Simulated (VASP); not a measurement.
Band structure of SiNi (space group P2_13). Calculation: r2SCAN meta-GGA, VASP's PBE PAW potentials (set 64) (plane waves; VASP).

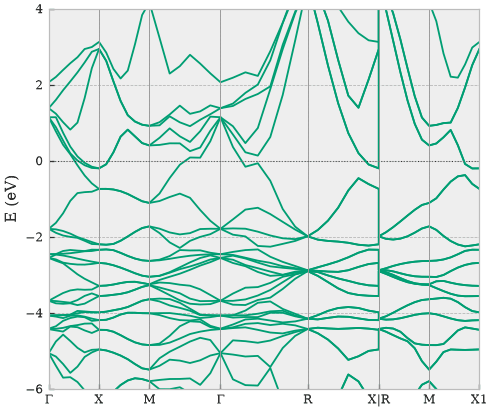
Figure. Bands along high-symmetry lines, zero at the valence-band maximum or, without a gap, the Fermi level

Task: Read the plot: is there a gap, and where are the band edges?

Result: It has no gap at this level: it comes out as a metal or semimetal.

The structure comes from a computed database's SiNi entry (P2_13); how it stands against other phases isn't given here. It was relaxed first. The run is not spin-polarised, so no magnetic state was tried.
